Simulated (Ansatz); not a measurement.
# B3H3O3 (SMILES B1OBOBO1): HSE06/6-31G(d) (spherical functions)

Aim: the electronic atomisation energy of B3H3O3 at HSE06/6-31G* (spherical functions), from 4 runs. 

The calculation is run with Ansatz 0.2.0.

53 further runs of the same task are left out: 3 that didn't finish, 50 set aside as unsound or not needed.

## 1. Starting point

B3H3O3: 9 atoms, total charge 0, spin state singlet. As SMILES, `B1OBOBO1`. Geometry: relaxed at PBE0-D4/def2-TZVP. This is one conformer, not always the lowest.

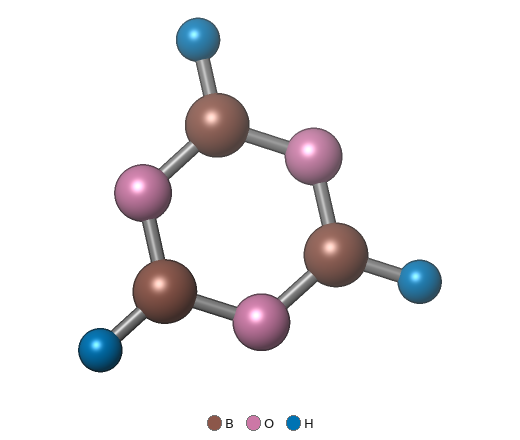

The structure, seen from a chosen angle (boron brown, oxygen pink, hydrogen blue).

## 2. A single-point energy at HSE06/6-31G(d) (spherical functions)

Contents of molecule.yaml:

```yaml
crystal:
  periodic: [false, false, false]
  atoms:
    - {symbol: B, position_ang: [1.301600, 0.115800, -0.424700]}
    - {symbol: O, position_ang: [0.612800, -1.053500, -0.624800]}
    - {symbol: B, position_ang: [-0.686900, -1.172700, -0.202300]}
    - {symbol: O, position_ang: [-1.297400, -0.115400, 0.423200]}
    - {symbol: B, position_ang: [-0.614800, 1.056900, 0.626900]}
    - {symbol: O, position_ang: [0.684600, 1.168900, 0.201600]}
    - {symbol: H, position_ang: [2.429300, 0.216200, -0.792600]}
    - {symbol: H, position_ang: [-1.281900, -2.188700, -0.377500]}
    - {symbol: H, position_ang: [-1.147300, 1.972500, 1.170100]}
basis:
  gaussian:
    orbitals: 6-31G_st_-spherical.json
hamiltonian:
  xc: {name: HSE06}
accuracy: high
output:
  orbitals: {seedname: orbitals}
```

The basis set 6-31G* is read from a file made from the Basis Set Exchange's data (not shown).

Launch:

```console
$ ansatz run molecule.yaml --threads 1 --pin off --max-ram 3480MiB --events-out events.jsonl --progress --plain --runs-dir runs
```

The program printed:

```text
Warning: RAYON_NUM_THREADS=1 ignored (pool sized by the plan → 1); use --threads N
Functional definition: HSE06
  name "HSE06"
  parameter a = 0.25
  parameter omega = 0.11/bohr
  exchange = pbe_x - a*pbe_x_sr(omega) + a*exact_x_sr(omega)
  correlation = pbe_c
2137 factors; integrals over basis functions are off by at most 2.8e-9 eV
96 factors; integrals over basis functions are off by at most 1.7e-9 eV
mean field evaluation 1: about -8210.0773 eV, gradient 6.0e1 eV
mean field evaluation 2: about -8202.4697 eV, gradient 8.8e1 eV
mean field evaluation 4: about -8215.9801 eV, gradient 4.7e-1 eV
mean field evaluation 8: about -8216.2352 eV, gradient 2.9e-2 eV
mean field evaluation 16: about -8216.2352 eV, gradient 3.8e-6 eV
mean field -8216.23518429 eV, -301.9410738582 hartree, gradient 5.3e-8 eV, S^2 0.000000; 0 other end points of the search recorded, 0 dependent functions left out
reference -8216.23518709 eV, -301.9410739615 hartree; 21, 21 occupied and 69, 69 virtual orbitals, 2137 factors
Total energy: -8216.23518709 eV, -301.9410739615 hartree
```

Run time: 9.3 s. Hardware: 1 thread of Arm Neoverse V1, shared host; peak memory 0.32 GiB.

## 3. The B atom, same level

Contents of molecule.yaml:

```yaml
crystal:
  periodic: [false, false, false]
  atoms:
    - {symbol: B, position_ang: [0.000000, 0.000000, 0.000000]}
basis:
  gaussian: {orbitals: 6-31G_st_-spherical.json}
hamiltonian: {xc: {name: HSE06}}
magnetization: {spin_polarized: true, initial_magnetization: 1}
accuracy: high
```

The basis set 6-31G* is read from a file made from the Basis Set Exchange's data (not shown).

Run the same way, it converges to -24.60728 Eh (log not shown).

## 4. The H atom

Contents of in.yaml:

```yaml
crystal:
  periodic: [false, false, false]
  atoms:
    - symbol: H
      position_ang: [0.000000, 0.000000, 0.000000]
basis:
  gaussian:
    orbitals: "6-31G*"
magnetization:
  spin_polarized: true
  initial_magnetization: 1
accuracy: high
hamiltonian:
  xc: hse06
```

Run the same way, it converges to -0.49883 Eh (log not shown).

## 5. The O atom at the same level

Contents of molecule.yaml:

```yaml
crystal:
  periodic: [false, false, false]
  atoms:
    - {symbol: O, position_ang: [0.000000, 0.000000, 0.000000]}
basis:
  gaussian:
    orbitals: 6-31G_st_-spherical.json
accuracy: high
magnetization:
  spin_polarized: true
  initial_magnetization: 2
hamiltonian:
  xc: hse06
```

The basis set 6-31G* is read from a file made from the Basis Set Exchange's data (not shown).

Run the same way, it converges to -74.98054 Eh (log not shown).

## 6. Results

Level: HSE06/6-31G* (spherical functions).

| quantity | value |
| --- | --- |
| molecule: total energy | -301.94107 Eh |
| molecule: HOMO energy | -9.08 eV |
| molecule: LUMO energy | -0.66 eV |
| molecule: HOMO–LUMO gap | 8.42 eV |
| B atom: total energy | -24.60728 Eh |
| B atom: ⟨S²⟩ | 0.752 |
| H atom: total energy | -0.49883 Eh |
| H atom: ⟨S²⟩ | 0.750 |
| O atom: total energy | -74.98054 Eh |
| O atom: ⟨S²⟩ | 2.002 |
| electronic atomisation energy | 45.746 eV |

What this shows: Taking the molecule apart into free atoms costs 45.75 eV (4414 kJ/mol), before zero-point energy and without spin-orbit coupling.
